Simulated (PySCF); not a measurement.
The calculation's input:

```
{"job": {"kind": "nmr", "xc": "PBE0", "basis": "pcSseg-1"}, "charge": 0, "multiplicity": 1}
C     -1.352270     1.467122    -0.648885
N     -1.045155     0.101336    -0.302577
C     -1.577051    -0.323836     0.968005
Si     0.157304    -0.798365    -1.146050
O      1.731462    -0.467377    -0.698458
Si     2.681846    -0.390016     0.654946
H     -2.445380     1.634944    -0.668205
H     -0.919869     2.195263     0.065678
H     -0.962558     1.710853    -1.648701
H     -1.159991     0.250117     1.819873
H     -1.358103    -1.387888     1.143808
H     -2.675810    -0.201813     0.998982
H      0.075275    -0.451346    -2.588866
H     -0.104677    -2.239460    -0.864319
H      4.100114    -0.634840     0.267624
H      2.260875    -1.421145     1.655845
H      2.574002     0.958183     1.291069
```

Launched as:

```sh
OMP_NUM_THREADS=1 python probes_run.py task.json out
```

Geometry: PBE0-D3(BJ)/def2-SVP.

The calculation used PBE0/pcSseg-1, SCF density, gas phase, non-relativistic (PySCF).

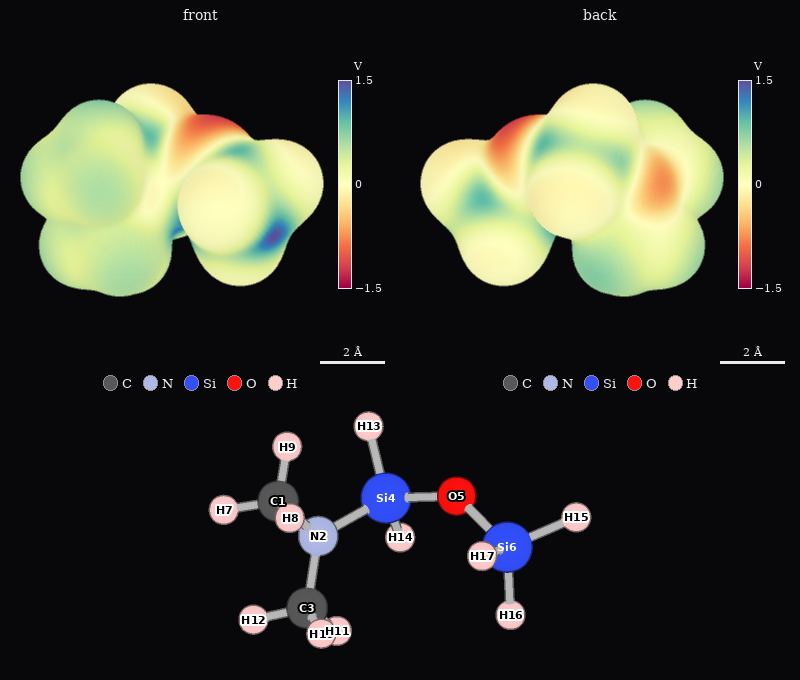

C₂H₁₁NOSi₂ (SMILES CN(C)[SiH2]O[SiH3]). The electrostatic potential painted on the density surface at 0.002 e/bohr³, seen from the front and from behind; red is negative and blue positive. The bare structure is drawn below in the same view.

Where is the surface potential most negative and most positive?

Answer. The most negative region (about −1.1 V, or −25 kcal/mol for a unit charge) lies over O5, the most positive (about +1.3 V, or +30 kcal/mol for a unit charge) over Si6. O5 is the likeliest acceptor of a hydrogen bond.

What dipole moment does the calculation give?

Answer. Its dipole moment is 1.51 D.
